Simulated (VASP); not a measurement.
Band structure of ZnF$_{2}$ (rutile). Calculation: PBEsol GGA with spin-orbit coupling, VASP's PBE PAW potentials (set 64) (plane waves; VASP 6.6.1).

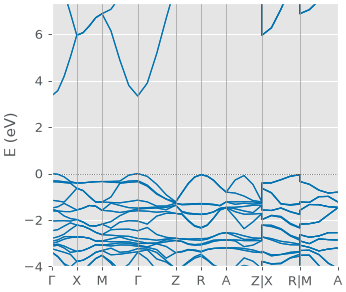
Figure. Bands along high-symmetry lines, zero at the valence-band maximum or, without a gap, the Fermi level

Problem. Read the plot: is there a gap, and where are the band edges?

Solution. The gap is direct, 3.34 eV, from the valence maximum at Γ to the conduction minimum at Γ.

Measured: gap 7.50 eV (computed value off by -4.16 eV), as given by Dominik Kurzydłowski et al., Inorganic Chemistry (2020), arXiv:1912.01850 [midpoint of the printed range].

The compound is ZnF2 in the rutile structure. It was relaxed first.
